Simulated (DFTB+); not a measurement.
C2H4BrFSi: geometry relaxation (part 2 of 3)

The same run, continued: C2H4BrFSi; GFN1-xTB, R-SCC, dispersion built in (DFTB+ 25.1). The geometry comes from this level: GFN2-xTB.

Geometry of the input (Å):
```
F  -0.1153  -1.2355  -1.6835
C  0.2043  -0.1384  -0.9269
C  0.7297  -0.4625  0.4858
Si -0.9359  0.4042  0.4780
Br -0.8908  2.5739  0.9074
H  0.7917  0.5425  -1.5365
H  0.7740  -1.5203  0.7054
H  1.6412  0.0417  0.7780
H  -2.1988  -0.2057  0.7923
```

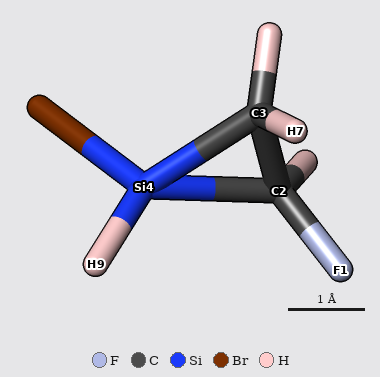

Figure 1. The starting structure (stick view, seen at a tilt; atoms are numbered from 1 in the order of the input).

## Output, continued
```
total energy  -1.7258845E+01 H       energy change -3.7602361E-05 H
gradient norm  4.6988312E-03 H/a0    max. gradient  2.3167666E-03 H/a0
step length    1.4789352E-02 a0      max. step      5.4841175E-03 a0

--------------------------------------------------------------------------------

***  Geometry step: 10

 iSCC Total electronic   Diff electronic      SCC error
    1   -0.17373896E+02    0.00000000E+00    0.13433927E-02
    2   -0.17373896E+02    0.61774251E-03    0.10184912E-02
    3   -0.17373896E+02   -0.62576148E-06    0.71176353E-03
    4   -0.17373896E+02   -0.33054523E-07    0.17076248E-03
    5   -0.17373896E+02    0.22333388E-08    0.73996841E-04
    6   -0.17373896E+02   -0.44702375E-08    0.44278048E-05

Total Energy:                      -17.2588935885 H         -469.6384 eV
Extrapolated to 0K:                -17.2588935885 H         -469.6384 eV
Total Mermin free energy:          -17.2588935885 H         -469.6384 eV
Force related energy:              -17.2588935885 H         -469.6384 eV

total energy  -1.7258894E+01 H       energy change -4.8746332E-05 H
gradient norm  5.1191938E-03 H/a0    max. gradient  2.6871297E-03 H/a0
step length    2.4316694E-02 a0      max. step      9.3876634E-03 a0

--------------------------------------------------------------------------------

***  Geometry step: 11

 iSCC Total electronic   Diff electronic      SCC error
    1   -0.17373145E+02    0.00000000E+00    0.12463132E-02
    2   -0.17373145E+02    0.75156423E-03    0.10108920E-02
    3   -0.17373145E+02   -0.10443480E-06    0.42436173E-03
    4   -0.17373145E+02   -0.41459650E-07    0.20980595E-03
    5   -0.17373145E+02   -0.28179095E-08    0.43033142E-04
    6   -0.17373145E+02   -0.22162645E-08    0.14267209E-04
    7   -0.17373145E+02   -0.13970336E-09    0.39166416E-05

Total Energy:                      -17.2589353969 H         -469.6395 eV
Extrapolated to 0K:                -17.2589353969 H         -469.6395 eV
Total Mermin free energy:          -17.2589353969 H         -469.6395 eV
Force related energy:              -17.2589353969 H         -469.6395 eV

total energy  -1.7258935E+01 H       energy change -4.1808426E-05 H
gradient norm  4.4723710E-03 H/a0    max. gradient  2.3527957E-03 H/a0
step length    2.7327210E-02 a0      max. step      1.1374946E-02 a0

--------------------------------------------------------------------------------

***  Geometry step: 12

 iSCC Total electronic   Diff electronic      SCC error
    1   -0.17372752E+02    0.00000000E+00    0.16426739E-02
    2   -0.17372753E+02    0.39307273E-03    0.72311705E-03
    3   -0.17372753E+02   -0.89103434E-06    0.52029182E-03
    4   -0.17372753E+02   -0.71463482E-07    0.34027247E-03
    5   -0.17372753E+02   -0.12158942E-07    0.57912362E-04
    6   -0.17372753E+02   -0.22118236E-08    0.23918695E-04
    7   -0.17372753E+02   -0.60855854E-09    0.61545799E-05

Total Energy:                      -17.2589624118 H         -469.6403 eV
Extrapolated to 0K:                -17.2589624118 H         -469.6403 eV
Total Mermin free energy:          -17.2589624118 H         -469.6403 eV
Force related energy:              -17.2589624118 H         -469.6403 eV

total energy  -1.7258962E+01 H       energy change -2.7014851E-05 H
gradient norm  3.4757197E-03 H/a0    max. gradient  1.9790967E-03 H/a0
step length    2.0871583E-02 a0      max. step      9.3300908E-03 a0

--------------------------------------------------------------------------------

***  Geometry step: 13

 iSCC Total electronic   Diff electronic      SCC error
    1   -0.17372823E+02    0.00000000E+00    0.19197279E-02
    2   -0.17372824E+02   -0.70080588E-04    0.59183248E-03
    3   -0.17372824E+02   -0.11855976E-05    0.43952144E-03
    4   -0.17372824E+02   -0.62423034E-07    0.23892131E-03
    5   -0.17372824E+02   -0.65949024E-08    0.58562874E-04
    6   -0.17372824E+02   -0.16688588E-08    0.12470559E-04
    7   -0.17372824E+02   -0.58164318E-09    0.17906129E-05

Total Energy:                      -17.2589821099 H         -469.6408 eV
Extrapolated to 0K:                -17.2589821099 H         -469.6408 eV
Total Mermin free energy:          -17.2589821099 H         -469.6408 eV
Force related energy:              -17.2589821099 H         -469.6408 eV

total energy  -1.7258982E+01 H       energy change -1.9698155E-05 H
gradient norm  3.2562607E-03 H/a0    max. gradient  1.1396850E-03 H/a0
step length    1.5247961E-02 a0      max. step      7.3197579E-03 a0

--------------------------------------------------------------------------------

***  Geometry step: 14

 iSCC Total electronic   Diff electronic      SCC error
    1   -0.17373308E+02    0.00000000E+00    0.18165154E-02
    2   -0.17373309E+02   -0.48382085E-03    0.92934378E-03
    3   -0.17373309E+02   -0.10630298E-05    0.66388099E-03
    4   -0.17373309E+02   -0.47778471E-07    0.20202592E-03
    5   -0.17373309E+02   -0.33373837E-09    0.54756898E-04
    6   -0.17373309E+02   -0.35625263E-08    0.15816192E-04
    7   -0.17373309E+02   -0.26890490E-09    0.32735603E-05

Total Energy:                      -17.2590028797 H         -469.6414 eV
Extrapolated to 0K:                -17.2590028797 H         -469.6414 eV
Total Mermin free energy:          -17.2590028797 H         -469.6414 eV
Force related energy:              -17.2590028797 H         -469.6414 eV

total energy  -1.7259003E+01 H       energy change -2.0769746E-05 H
gradient norm  3.5371809E-03 H/a0    max. gradient  1.4567877E-03 H/a0
step length    1.6760418E-02 a0      max. step      8.3713186E-03 a0

--------------------------------------------------------------------------------

***  Geometry step: 15

 iSCC Total electronic   Diff electronic      SCC error
    1   -0.17374132E+02    0.00000000E+00    0.13778007E-02
    2   -0.17374132E+02   -0.82237704E-03    0.10009653E-02
    3   -0.17374132E+02   -0.35113671E-06    0.62748543E-03
    4   -0.17374132E+02   -0.19975587E-07    0.15670898E-03
    5   -0.17374132E+02   -0.18528112E-09    0.58214242E-04
    6   -0.17374132E+02   -0.25320261E-08    0.18253686E-04
    7   -0.17374132E+02   -0.14471269E-09    0.35674635E-05

Total Energy:                      -17.2590244566 H         -469.6420 eV
Extrapolated to 0K:                -17.2590244566 H         -469.6420 eV
Total Mermin free energy:          -17.2590244566 H         -469.6420 eV
Force related energy:              -17.2590244566 H         -469.6420 eV

total energy  -1.7259024E+01 H       energy change -2.1576960E-05 H
gradient norm  3.4621290E-03 H/a0    max. gradient  1.3310766E-03 H/a0
step length    1.9995069E-02 a0      max. step      1.0196913E-02 a0

--------------------------------------------------------------------------------

***  Geometry step: 16

 iSCC Total electronic   Diff electronic      SCC error
    1   -0.17374908E+02    0.00000000E+00    0.95203071E-03
    2   -0.17374908E+02   -0.77617580E-03    0.72502729E-03
    3   -0.17374908E+02   -0.80401701E-07    0.39251269E-03
    4   -0.17374908E+02   -0.21237817E-07    0.15615615E-03
    5   -0.17374908E+02   -0.18283828E-08    0.36083432E-04
    6   -0.17374908E+02   -0.12362129E-08    0.15240827E-04
    7   -0.17374908E+02   -0.17641710E-09    0.34189977E-05

Total Energy:                      -17.2590417671 H         -469.6424 eV
Extrapolated to 0K:                -17.2590417671 H         -469.6424 eV
Total Mermin free energy:          -17.2590417671 H         -469.6424 eV
Force related energy:              -17.2590417671 H         -469.6424 eV

total energy  -1.7259042E+01 H       energy change -1.7310469E-05 H
gradient norm  2.8507902E-03 H/a0    max. gradient  1.3666330E-03 H/a0
step length    1.8634805E-02 a0      max. step      9.6896211E-03 a0

--------------------------------------------------------------------------------

***  Geometry step: 17

 iSCC Total electronic   Diff electronic      SCC error
    1   -0.17375320E+02    0.00000000E+00    0.12190092E-02
    2   -0.17375320E+02   -0.41174009E-03    0.45169842E-03
    3   -0.17375320E+02   -0.44270224E-06    0.40548424E-03
    4   -0.17375320E+02   -0.36040113E-07    0.24444049E-03
    5   -0.17375320E+02   -0.31399168E-08    0.38672967E-04
    6   -0.17375320E+02   -0.11140315E-08    0.18094949E-04
    7   -0.17375320E+02   -0.32739322E-09    0.32685080E-05

Total Energy:                      -17.2590544098 H         -469.6428 eV
Extrapolated to 0K:                -17.2590544098 H         -469.6428 eV
Total Mermin free energy:          -17.2590544098 H         -469.6428 eV
Force related energy:              -17.2590544098 H         -469.6428 eV

total energy  -1.7259054E+01 H       energy change -1.2642737E-05 H
gradient norm  2.6098659E-03 H/a0    max. gradient  1.0438636E-03 H/a0
step length    1.4378896E-02 a0      max. step      7.6123716E-03 a0

--------------------------------------------------------------------------------

***  Geometry step: 18

 iSCC Total electronic   Diff electronic      SCC error
    1   -0.17375432E+02    0.00000000E+00    0.14298445E-02
    2   -0.17375433E+02   -0.11166393E-03    0.33237000E-03
    3   -0.17375433E+02   -0.59844205E-06    0.30827067E-03
    4   -0.17375433E+02   -0.43976847E-07    0.22059357E-03
    5   -0.17375433E+02   -0.32936782E-08    0.32151516E-04
    6   -0.17375433E+02   -0.10002132E-08    0.15431240E-04
    7   -0.17375433E+02   -0.22863134E-09    0.13778532E-05

Total Energy:                      -17.2590679224 H         -469.6431 eV
Extrapolated to 0K:                -17.2590679224 H         -469.6431 eV
Total Mermin free energy:          -17.2590679224 H         -469.6431 eV
Force related energy:              -17.2590679224 H         -469.6431 eV

total energy  -1.7259068E+01 H       energy change -1.3512566E-05 H
gradient norm  3.0098363E-03 H/a0    max. gradient  1.2773770E-03 H/a0
step length    1.5512464E-02 a0      max. step      8.2489349E-03 a0

--------------------------------------------------------------------------------

***  Geometry step: 19

 iSCC Total electronic   Diff electronic      SCC error
    1   -0.17375216E+02    0.00000000E+00    0.14114079E-02
    2   -0.17375217E+02    0.21624226E-03    0.66089888E-03
    3   -0.17375217E+02   -0.59354830E-06    0.41138483E-03
    4   -0.17375217E+02   -0.51825683E-07    0.16128204E-03
    5   -0.17375217E+02   -0.16274697E-08    0.61968338E-04
    6   -0.17375217E+02   -0.30456242E-08    0.20003121E-04
    7   -0.17375217E+02   -0.13818280E-09    0.26588387E-05

Total Energy:                      -17.2590870783 H         -469.6437 eV
Extrapolated to 0K:                -17.2590870783 H         -469.6437 eV
Total Mermin free energy:          -17.2590870783 H         -469.6437 eV
Force related energy:              -17.2590870783 H         -469.6437 eV

total energy  -1.7259087E+01 H       energy change -1.9155936E-05 H
gradient norm  3.5894044E-03 H/a0    max. gradient  1.9096356E-03 H/a0
step length    2.3916018E-02 a0      max. step      1.2657296E-02 a0

--------------------------------------------------------------------------------

***  Geometry step: 20

 iSCC Total electronic   Diff electronic      SCC error
    1   -0.17374616E+02    0.00000000E+00    0.15416108E-02
    2   -0.17374616E+02    0.60086482E-03    0.10972192E-02
    3   -0.17374616E+02   -0.88362103E-07    0.30621994E-03
    4   -0.17374616E+02   -0.18033571E-07    0.12678850E-03
    5   -0.17374616E+02   -0.36676582E-08    0.51053992E-04
    6   -0.17374616E+02   -0.13733725E-08    0.15330061E-04
    7   -0.17374616E+02   -0.72102324E-10    0.25567052E-05

Total Energy:                      -17.2591082118 H         -469.6442 eV
Extrapolated to 0K:                -17.2591082118 H         -469.6442 eV
Total Mermin free energy:          -17.2591082118 H         -469.6442 eV
Force related energy:              -17.2591082118 H         -469.6442 eV

total energy  -1.7259108E+01 H       energy change -2.1133436E-05 H
gradient norm  3.3796705E-03 H/a0    max. gradient  1.9671882E-03 H/a0
step length    3.0509228E-02 a0      max. step      1.5996409E-02 a0

--------------------------------------------------------------------------------

***  Geometry step: 21

 iSCC Total electronic   Diff electronic      SCC error
    1   -0.17373691E+02    0.00000000E+00    0.24557580E-02
    2   -0.17373693E+02    0.92529618E-03    0.10597369E-02
    3   -0.17373693E+02   -0.16728687E-05    0.70575419E-03
    4   -0.17373693E+02   -0.90411252E-07    0.33835767E-03
    5   -0.17373693E+02   -0.29684699E-08    0.50258907E-04
    6   -0.17373693E+02   -0.49652940E-08    0.27231705E-04
    7   -0.17373693E+02   -0.30457770E-09    0.44063884E-05

Total Energy:                      -17.2591261484 H         -469.6447 eV
Extrapolated to 0K:                -17.2591261484 H         -469.6447 eV
Total Mermin free energy:          -17.2591261484 H         -469.6447 eV
Force related energy:              -17.2591261484 H         -469.6447 eV

total energy  -1.7259126E+01 H       energy change -1.7936651E-05 H
gradient norm  1.6213615E-03 H/a0    max. gradient  8.5268530E-04 H/a0
step length    2.5094924E-02 a0      max. step      1.2357591E-02 a0

Geometry converged

--------------------------------------------------------------------------------
--------------------------------------------------------------------------------
Pre-SCC initialisation                 +       0.02 ( 17.5%)       0.02 (  7.1%)
SCC                                    +       0.06 ( 51.7%)       0.22 ( 79.4%)
Post-SCC processing                    +       0.04 ( 30.3%)       0.04 ( 13.2%)
--------------------------------------------------------------------------------
Missing                                +       0.00 (  0.5%)       0.00 (  0.4%)
Total                                  =       0.12 (100.0%)       0.28 (100.0%)
--------------------------------------------------------------------------------
```

## File detailed.out
```
Fermi distribution function

Geometry optimization step: 21

********************************************************************************
 iSCC Total electronic   Diff electronic      SCC error
    7   -0.17373693E+02   -0.30457770E-09    0.44063884E-05
********************************************************************************

 Total charge:    -0.00000000

 Atomic gross charges (e)
 Atom           Charge
    1      -0.29384748
    2       0.13989207
    3      -0.18146678
    4       0.28801341
    5      -0.05397224
    6       0.02455768
    7       0.06065066
    8       0.04393269
    9      -0.02776002

Nr. of electrons (up):     30.00000000
Atom populations (up)
 Atom       Population
    1       7.29384748
    2       3.86010793
    3       4.18146678
    4       3.71198659
    5       7.05397224
    6       0.97544232
    7       0.93934934
    8       0.95606731
    9       1.02776002

l-shell populations (up)
 Atom Sh.   l       Population
    1   1   0       1.83300386
    1   2   1       5.46084363
    2   1   0       1.03944450
    2   2   1       2.82066343
    3   1   0       1.03073046
    3   2   1       3.15073631
    4   1   0       1.25816371
    4   2   1       1.67480119
    4   3   2       0.77902168
    5   1   0       1.91408930
    5   2   1       5.14256579
    5   3   2      -0.00268285
    6   1   0       0.95612708
    6   2   0       0.01931523
    7   1   0       0.92833036
    7   2   0       0.01101899
    8   1   0       0.94522301
    8   2   0       0.01084430
    9   1   0       1.02942323
    9   2   0      -0.00166321

Orbital populations (up)
 Atom Sh.   l   m       Population  Label
    1   1   0   0       1.83300386  s
    1   2   1  -1       1.65297001  p_y
    1   2   1   0       1.84325089  p_z
    1   2   1   1       1.96462272  p_x
    2   1   0   0       1.03944450  s
    2   2   1  -1       0.81237119  p_y
    2   2   1   0       0.86147700  p_z
    2   2   1   1       1.14681525  p_x
    3   1   0   0       1.03073046  s
    3   2   1  -1       1.03408810  p_y
    3   2   1   0       1.06637565  p_z
    3   2   1   1       1.05027256  p_x
    4   1   0   0       1.25816371  s
    4   2   1  -1       0.44291729  p_y
    4   2   1   0       0.60622291  p_z
    4   2   1   1       0.62566100  p_x
    4   3   2  -2       0.15835565  d_xy
    4   3   2  -1       0.10699004  d_yz
    4   3   2   0       0.16940013  d_z2
    4   3   2   1       0.12352272  d_xz
    4   3   2   2       0.22075315  d_x2-y2
    5   1   0   0       1.91408930  s
    5   2   1  -1       1.49610539  p_y
    5   2   1   0       1.81072776  p_z
    5   2   1   1       1.83573264  p_x
    5   3   2  -2      -0.00094257  d_xy
    5   3   2  -1      -0.00035029  d_yz
    5   3   2   0       0.00284575  d_z2
    5   3   2   1      -0.00324626  d_xz
    5   3   2   2      -0.00098948  d_x2-y2
    6   1   0   0       0.95612708  s
    6   2   0   0       0.01931523  s2
    7   1   0   0       0.92833036  s
    7   2   0   0       0.01101899  s2
    8   1   0   0       0.94522301  s
    8   2   0   0       0.01084430  s2
    9   1   0   0       1.02942323  s
    9   2   0   0      -0.00166321  s2
```
